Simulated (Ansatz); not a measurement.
C2F (SMILES [C-]#CF) (charge −1)

Input file:

```
crystal:
  periodic: [false, false, false]
  atoms:
    - {symbol: C, position_ang: [0.000000, 0.000000, -1.268391]}
    - {symbol: C, position_ang: [0.000000, 0.000000, -0.030447]}
    - {symbol: F, position_ang: [0.000000, 0.000000, 1.298837]}
basis:
  gaussian: {orbitals: def2-TZVPD}
total_charge: -1
hamiltonian: {xc: {name: PBE0}}
output: {forces: true, orbitals: {seedname: orbitals}}
```

Run with:

```sh
ansatz run input.yaml --threads 2 --pin off --max-ram 4350MiB --events-out events.jsonl --progress --plain --runs-dir runs
```

Geometry: PBE0-D4/def2-TZVPD.

Computed with isolated molecule in a Gaussian basis; Kohn-Sham density functional theory, functional PBE0 (Ansatz).

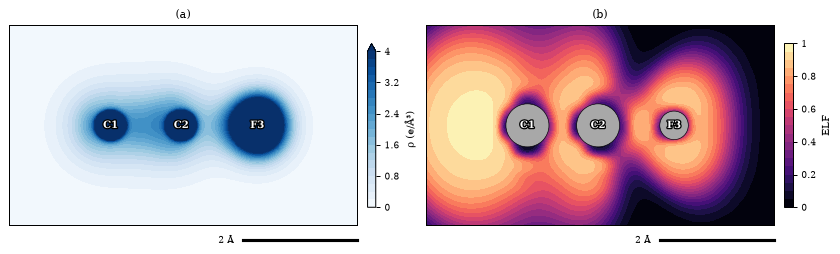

Figure 1. (a) total electron density; (b) electron localisation function on a plane that holds the molecular axis. Grey discs cover the atomic cores in the ELF map.

Question: Read the bonding off the picture.

Answer: The section cuts through C and F sites.
C–C (1.24 Å): ρ at the midpoint is about 2.5 e/Å³; the ELF peaks at about 0.85 between the atoms: a short, multiple covalent bond.
C–F (1.33 Å): the density is about 2.3 e/Å³ at the midpoint, with its minimum of 1.7 e/Å³ about 0.5 Å from C; the ELF peaks at about 0.85 between the atoms, as expected for a polar covalent bond.
The ELF also peaks beside F3 and C1, away from the bonds: lone-pair regions.

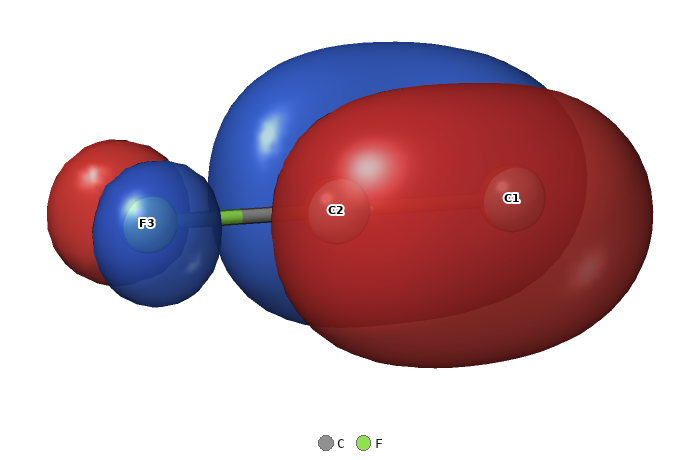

Figure 2. The HOMO at ±0.15 Å⁻³ᐟ² (red and blue are the two phases), seen from one side.

Question: Where does this orbital lie, and at what energy?

Answer: By Hirshfeld shares it lies mainly on C2 (about 45 %), C1 (about 45 %) and F3 (about 10 %); π-bonding across C2–C1. It is one of a degenerate set, so its orientation is arbitrary. Its energy is −0.78 eV.
